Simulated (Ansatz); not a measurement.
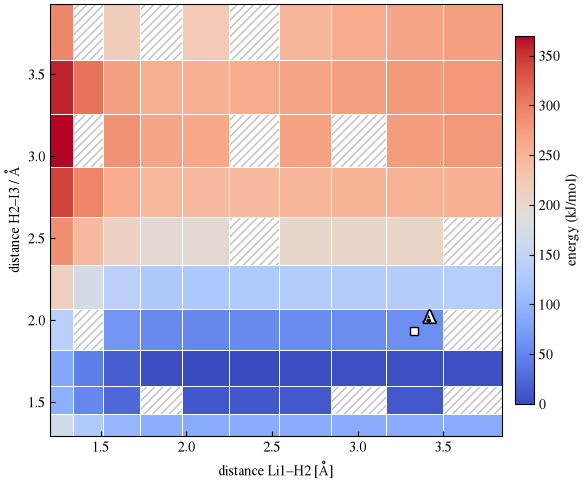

The system Li⁺ + HI. The first coordinate is: distance Li1–H2; the second: distance H2–I3. Nothing is relaxed (the angle Li1–H2–I3 is fixed at 180 degrees). The grid has 10 × 10 points. At 13 points there is no value. All energies are given in kJ/mol relative to the lowest grid point. The restricted reference is unstable at some or all points, so the energies there are unreliable. These are results of Ansatz, RHF-CCSD(T), frozen core/def2-TZVPD, not measurements.

In the figure: one coloured cell a grid point, hatched blanks where no value was computed, the point A.

Question: Which way does the force act at A, and how strong is it?

Answer: A, at distance Li1–H2 = 3.331 Å, distance H2–I3 = 1.935 Å, is not a stationary point. The computed force is nearly zero along distance Li1–H2 and 290 kJ/mol for each Å towards smaller values of distance H2–I3.
